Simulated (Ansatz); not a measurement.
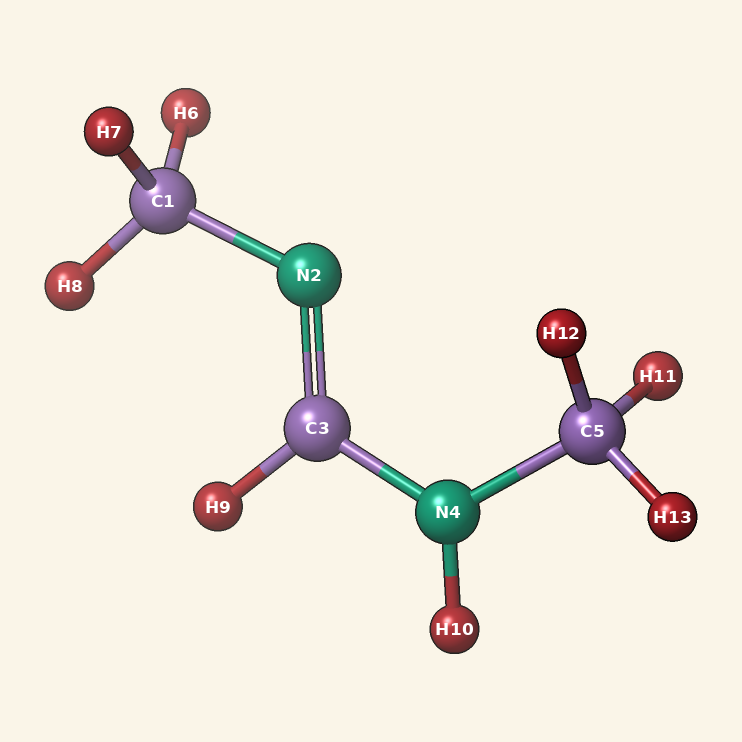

Atoms fade into the background with distance from the viewer. The geometry was computed by an optimisation with PBE-D4/def2-SVP. No frequency run is at hand to confirm it as a minimum.

**Which atoms or bonds are stereogenic?**

Double bonds: N2=C3.

**Assign CIP descriptors.**

N2=C3: E.

**Give a SMILES with the stereochemistry.**

C/N=C/NC
